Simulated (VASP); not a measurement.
Band structure of CoGa (CsCl type). Computed with PW91 GGA, VASP's PBE PAW potentials (set 64) (plane waves; VASP).

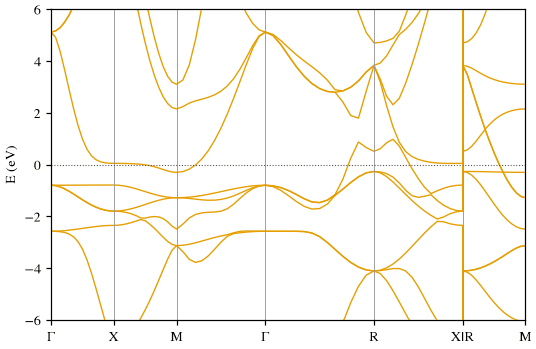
Figure: Bands along high-symmetry lines, zero at the valence-band maximum or, without a gap, the Fermi level

Question: Read the plot: is there a gap, and where are the band edges?

Answer: It has no gap at this level: it comes out as a metal or semimetal. (Edges off the drawn lines would not show.)

The compound is CoGa in the CsCl type structure. It was relaxed first. The run is not spin-polarised, so no magnetic state was tried.
